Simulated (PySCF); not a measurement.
Excited-state calculation, with input and output: S2F2

The run: excited-state calculation of S2F2 (Thio-thionyl fluoride), SMILES FS(F)=S. Method and program: TDDFT PBE0/aug-cc-pVDZ, vertical, gas phase, core orbitals frozen in the response (PySCF 2.14.0).

The geometry comes from this level: PBE0-D3(BJ)/def2-SVP.

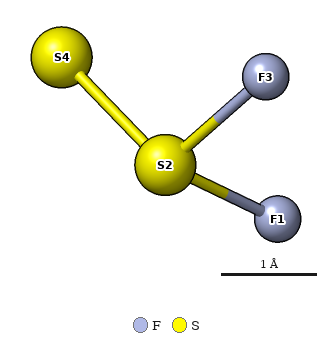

Figure 1. The input geometry (ball-and-stick view, seen at a tilt; atoms are numbered from 1 in the order of the input).

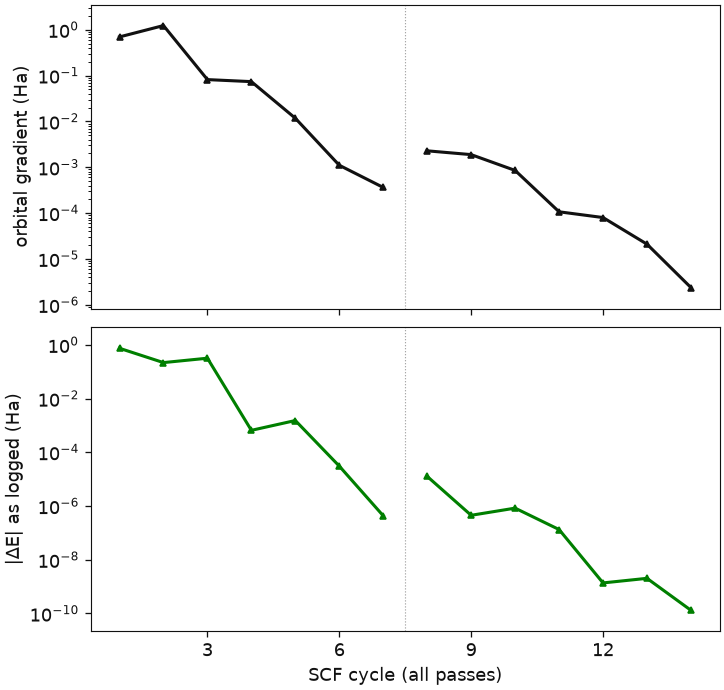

Figure 2. Convergence of the self-consistent field: orbital gradient and size of the energy change against the SCF cycle. The dotted line marks the change from a coarse to the final integration grid. The first 7 cycles use a coarse grid, the final grid takes over at cycle 8, and the field converges after 14 cycles in all.

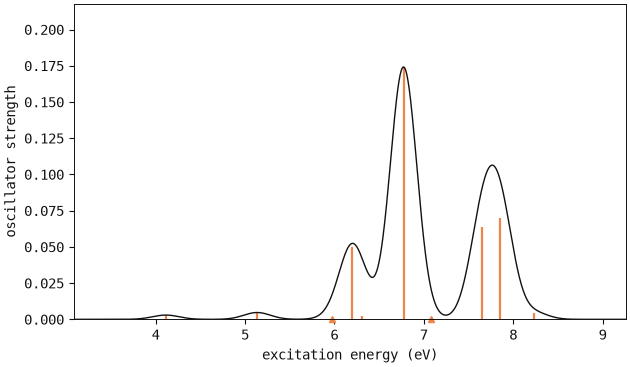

Figure 3. Computed excitations as sticks (degenerate states added up, dark ones marked on the axis), with a Gaussian envelope of 0.35 eV full width at half maximum, scaled to the tallest. Of the 10 states the lowest lies at 4.11 eV (f = 0.003); the strongest line is at 6.77 eV, or 183 nm (f = 0.174).

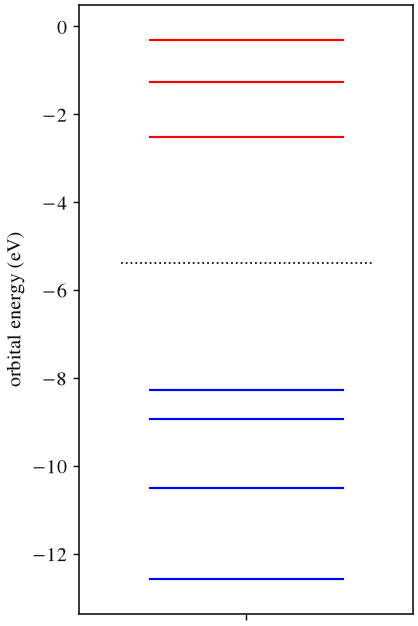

Figure 4. Orbital energies near the frontier; the dotted line parts filled from empty levels, and levels within 0.02 eV of each other stand side by side. Highest filled −8.28 eV, lowest empty −2.51 eV, 5.77 eV apart.

The input that produced these results follows, with the program's output.

Input file:
```
{"job": {"kind": "uv", "xc": "PBE0", "basis": "aug-cc-pVDZ"}, "charge": 0, "multiplicity": 1}
F      1.408679    -0.144507    -0.467377
S      0.128496     0.002123     0.534245
F     -0.344932     1.385481    -0.190978
S     -1.108953    -1.333527     0.093649
```

The first line tells a small driver script what to run in PySCF; the rest is the geometry in Å.

Launch command:
```bash
OMP_NUM_THREADS=1 python <driver script> task.json out
```

The program's output:
```
coarse grid: 5424 points
cycle   1  E = -995.4872445181  dE =  7.435e-01  |g| = 6.965e-01  |ddm| = 3.452e+00
cycle   2  E = -995.2691469318  dE =  2.181e-01  |g| = 1.232e+00  |ddm| = 2.740e+00
cycle   3  E = -995.5869199812  dE = -3.178e-01  |g| = 8.165e-02  |ddm| = 1.819e+00
cycle   4  E = -995.5875759287  dE = -6.559e-04  |g| = 7.376e-02  |ddm| = 2.500e-01
cycle   5  E = -995.5890964496  dE = -1.521e-03  |g| = 1.173e-02  |ddm| = 1.284e-01
cycle   6  E = -995.5891269876  dE = -3.054e-05  |g| = 1.106e-03  |ddm| = 1.502e-02
cycle   7  E = -995.5891274194  dE = -4.319e-07  |g| = 3.632e-04  |ddm| = 2.381e-03
final grid: 46704 points
cycle   8  E = -995.5972046814  dE = -1.264e-05  |g| = 2.284e-03  |ddm| = 4.290e-02
cycle   9  E = -995.5972051323  dE = -4.509e-07  |g| = 1.888e-03  |ddm| = 1.037e-02
cycle  10  E = -995.5972059651  dE = -8.328e-07  |g| = 8.529e-04  |ddm| = 4.699e-03
cycle  11  E = -995.5972060980  dE = -1.330e-07  |g| = 1.069e-04  |ddm| = 1.060e-03
cycle  12  E = -995.5972060994  dE = -1.369e-09  |g| = 8.010e-05  |ddm| = 2.837e-04
cycle  13  E = -995.5972061014  dE = -2.029e-09  |g| = 2.105e-05  |ddm| = 1.786e-04
cycle  14  E = -995.5972061016  dE = -1.310e-10  |g| = 2.380e-06  |ddm| = 3.750e-05
converged SCF energy = -995.5972061016

Static polarisability (au): isotropic 44.520, principal 35.006 38.540 60.013

Singlet excitations
state   eV       nm        f      main configurations
  1   4.1142    301.4   0.00294   H->L 0.99
  2   5.1349    241.5   0.00471   H-1->L 0.58, H->L+1 0.41
  3   5.9781    207.4   0.00122   H-1->L+1 0.99
  4   6.1997    200.0   0.04989   H->L+2 0.43, H->L+1 0.30, H-1->L 0.20
  5   6.3031    196.7   0.00260   H-2->L 0.98
  6   6.7728    183.1   0.17413   H->L+2 0.52, H->L+1 0.18, H-1->L 0.11
  7   7.0813    175.1   0.00064   H-1->L+2 0.96
  8   7.6559    161.9   0.06372   H-2->L+1 0.81
  9   7.8565    157.8   0.06979   H->L+3 0.97
 10   8.2348    150.6   0.00464   H-3->L 0.98

Triplet excitations (Tamm-Dancoff, eV): 3.5400 3.8652 4.7505 5.3521
```

Key numbers:

- outcome: converged
- total energy: −995.597206 hartree
- HOMO: −8.28 eV
- LUMO: −2.51 eV
- dipole moment: 1.14 D
- mean polarisability: 44.52 a.u.
- lowest singlet excitation: 4.11 eV
- hardware: 1 CPU thread, shared host
- wall time: 7.8 s
- peak memory: 0.41 GiB
